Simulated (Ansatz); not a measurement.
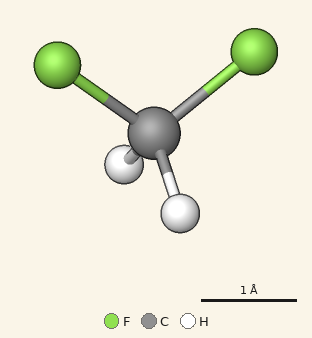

CH2F2, before the relaxation. Style: ball-and-stick. Shown at a tilt.

These are results of RKS PBE0-D4/def2-TZVP (Ansatz), not measurements.

Input file:
```yaml
crystal:
  periodic: [false, false, false]
  atoms:
    - {symbol: F, position_ang: [0.279229, 1.095877, 1.277968]}
    - {symbol: C, position_ang: [-0.047025, 0.001375, 0.527692]}
    - {symbol: F, position_ang: [0.252446, -1.098528, 1.281231]}
    - {symbol: H, position_ang: [-1.123770, 0.014248, 0.346547]}
    - {symbol: H, position_ang: [0.519315, -0.006927, -0.407000]}
basis:
  gaussian: {orbitals: def2-TZVP}
hamiltonian: {xc: pbe0, dispersion: d4}
relax: {f_tol: 0.005, max_steps: 200}
```

Launched with:
```bash
ansatz run in.yaml --threads 4 --pin off --events-out ev --progress --plain --max-ram 9574MiB
```

Q: Predict the outcome.

A: The energy falls by 0.021 eV in 3 geometry steps. The largest force component goes from 0.92 to 0.0039 eV/Å. The largest move after the best rigid fit is that of H5, 0.027 Å. By element the largest moves are H 0.027 Å, F 0.021 Å, C 0.012 Å. Some distances before and after: C2–F3 1.366 → 1.351 Å. The run took 1.1 s on 4 threads of AMD EPYC 9R45 96-Core (shared host).

The structure at the end:

```xyz
5

F     0.2797    1.0960    1.2565
C    -0.0540    0.0015    0.5377
F     0.2529   -1.0987    1.2598
H    -1.1323    0.0144    0.3566
H     0.5338   -0.0071   -0.3842
```
